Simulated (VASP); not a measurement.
Consider the following.

```
CELL_PARAMETERS angstrom
      0.00000     2.18973     2.18973
      2.18973     0.00000     2.18973
      2.18973     2.18973     0.00000
ATOMIC_POSITIONS crystal
  Ta 0.00000 0.00000 0.00000
  N  0.50000 0.50000 0.50000
```

Computed with PBEsol GGA, VASP's PBE PAW potentials (set 64) (plane waves; VASP). Run with 520 eV cut-off, 16×16×16 Γ-centred mesh, tetrahedra with Blöchl corrections, potentials Ta_pv N.

Unless said otherwise, spin-orbit coupling is left out, though it shifts the bands of the heavy elements here.

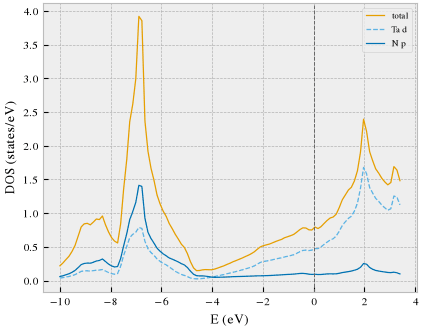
Figure. Total and projected density of states, zero at the Fermi level

Within 2 eV below the Fermi level the largest weight inside VASP's projection spheres is Ta d, then N p.

It has no gap at this level: it comes out as a metal or semimetal.

The structure was generated: TaN was put into the rock salt type (Fm-3m), which need not be its known phase. It was relaxed first, which changed the volume by -40 %.
